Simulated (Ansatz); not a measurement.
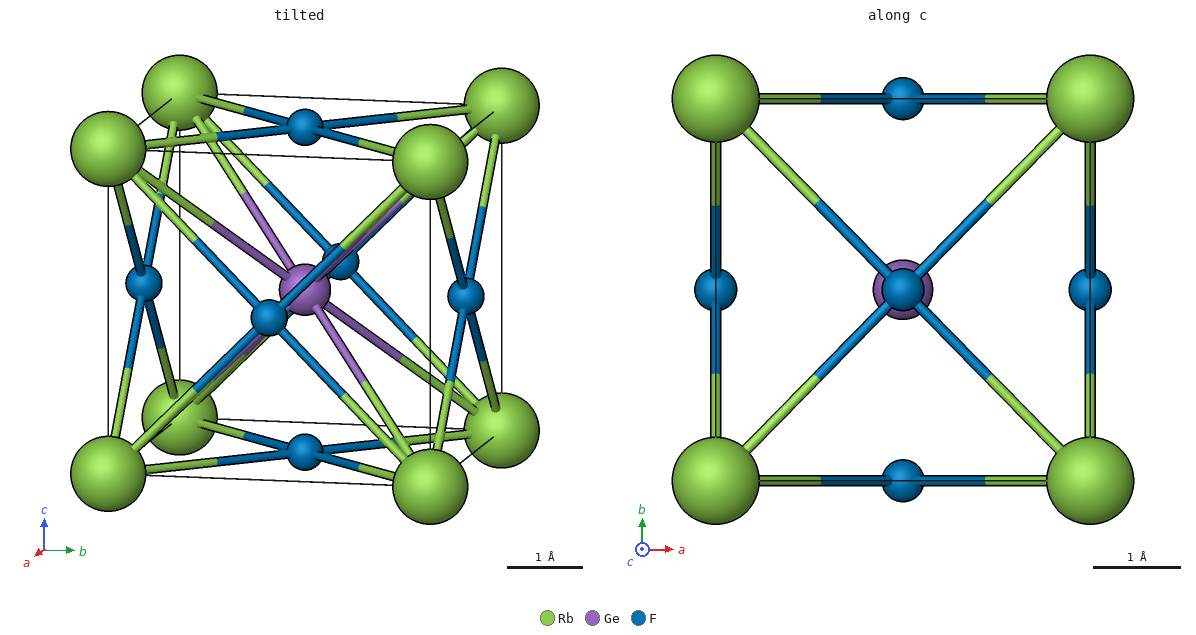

The crystal in a ball-and-stick representation, seen slightly off an axis and along the c axis. The wireframe shows the unit cell.

RbGeF$_{3}$, a = 4.336 Å, b = 4.424 Å, c = 4.424 Å, α = 90.00°, β = 90.00°, γ = 90.00°. Strictly the space group is P4/mmm (No. 123, within 0.01 Å). It is a distorted form of a primitive cubic structure, space group Pm-3m (No. 221) within 0.25 Å: cubic perovskite. It goes back to a structure type filled with these elements by a generator (whether the compound takes this form wasn't checked). The cell was then strained or its atoms displaced on purpose. It went into a calculation with Ansatz.

This one geometry was computed with Ansatz (DFT, plane waves, PAW) at three levels of theory: HSE06, r2SCAN and PBE. It was relaxed with r2SCAN and then strained.

Which level gives the highest pressure at this volume, and what does that say about its equilibrium volume?

Highest: PBE (3.8 GPa), which points to the largest equilibrium volume. Lowest, with the smallest volume: r2SCAN (1.3 GPa). Levels within 0.5 GPa of each other can't be told apart.

How does the band gap change with the level of theory?

PBE: a gap of 1.66 eV, direct; r2SCAN: a gap of 1.90 eV, direct; HSE06: a gap of 2.56 eV, direct.

Collect the results in a table.

| level | cutoff (eV) | k-mesh of the run's cell | gap (eV) | pressure (GPa) |
| --- | --- | --- | --- | --- |
| HSE06 | 420 | 4×4×4 | 2.56 | 2.6 |
| r2SCAN | 500 | 6×6×6 | 1.90 | 1.3 |
| PBE | 420 | 6×6×6 | 1.66 | 3.8 |

Gaps are taken on the k-mesh or band path of each run.
